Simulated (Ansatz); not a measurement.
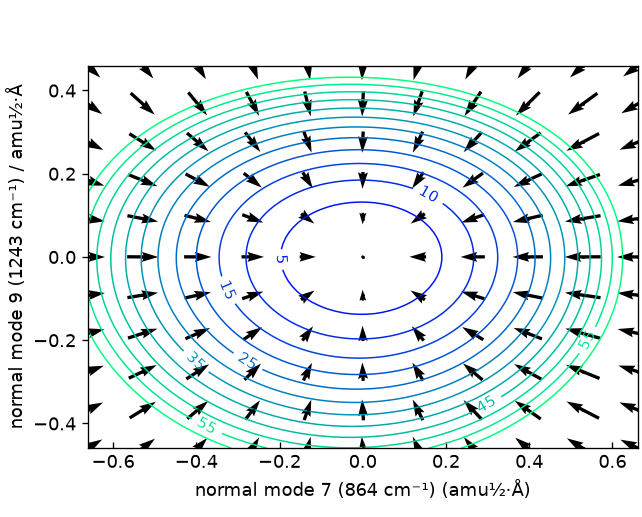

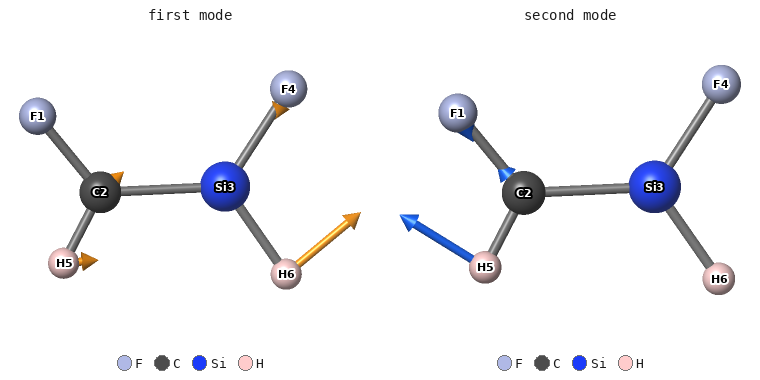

Energy landscape of CH₂F₂Si, SMILES FC=[SiH]F. The first coordinate is: normal mode 7 (864 cm⁻¹); the second: normal mode 9 (1243 cm⁻¹). Nothing is relaxed (straight displacements along the two mass-weighted modes). The scan uses an 11 × 11 grid. Energies: kJ/mol, counted from the lowest grid point. Theory: RKS BHLYP-D4/def2-TZVP in Ansatz 0.2.0.

Drawn: contour lines labelled in kJ/mol (none above 60), dots at the grid points, arrows along the force (downhill), their lengths compressed. Between grid points the surface is interpolated. The second picture is the structure at the lowest point

> Summarise what can be read from the map.

The lowest grid point is at normal mode 7 (864 cm⁻¹) = 0.000 amu½·Å, normal mode 9 (1243 cm⁻¹) = 0.000 amu½·Å. No other kind of well shows on this grid. The highest grid point, normal mode 7 (864 cm⁻¹) = 0.661 amu½·Å, normal mode 9 (1243 cm⁻¹) = 0.459 amu½·Å, lies 145 kJ/mol above the lowest.

Each point was launched as `ansatz run input.yaml --threads 1 --pin off --max-ram 2560MiB --backend cpu --events-out ev --progress --plain --runs-dir out`. The whole map (121 points run) took 9.9 min on 1 thread of Arm Neoverse V2, with other jobs on the host.
